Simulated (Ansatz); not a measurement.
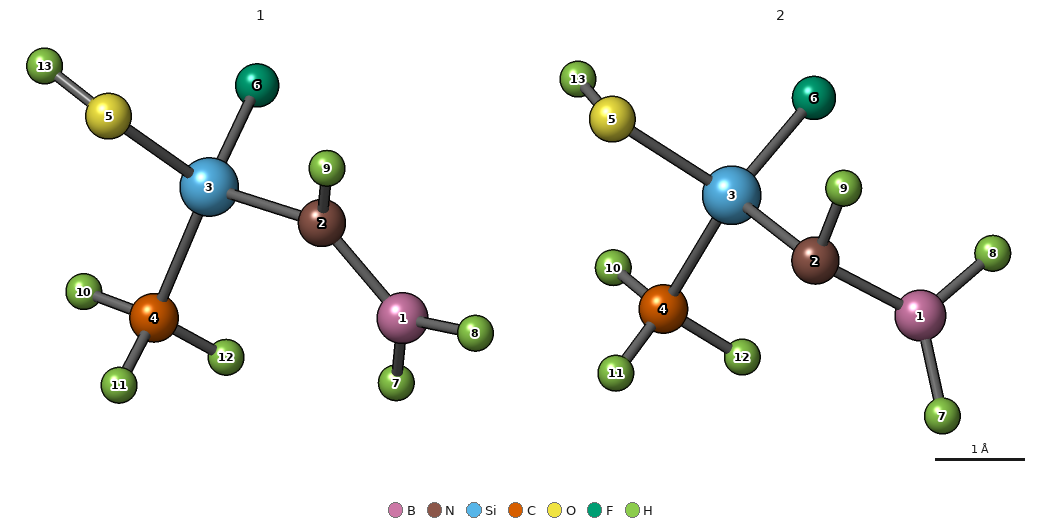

Two geometries of CH$_{7}$BFNOSi, drawn at one scale. One is the start of a relaxation, the other its converged end. A ball-and-stick model, seen at a tilt.

All numbers below come from RKS r2SCAN-D4/6-31G in Ansatz. Set-up: no spin polarisation; force threshold 0.015 eV/Å; at most 40 steps.

> Which of the two is the end point?

Structure 1 is the relaxed one. The run prepares an end point of a later path (torsion) calculation, from a guessed geometry. After 18 accepted moves (20 points after the start) the energy has fallen by 50.0 kcal/mol. Largest force component: 3.3 eV/Å at the start, 0.0085 eV/Å at the end. The line search rejected the trial steps at points 12, 19 of the run. H8 moves most after the best rigid fit: 1.78 Å. By element the largest moves are H 1.78 Å, F 0.65 Å, N 0.63 Å, Si 0.24 Å, O 0.19 Å, B 0.18 Å. Among the contacts that change: B1–N2 1.484 → 1.412 Å, C4–H12 1.161 → 1.094 Å, N2–H9 1.070 → 1.017 Å, Si3–O5 1.746 → 1.704 Å. Bond angles that change, for instance: Si3–O5–H13 103.0° → 126.0°, B1–N2–Si3 106.3° → 126.0°, C4–Si3–O5 105.1° → 116.6°.
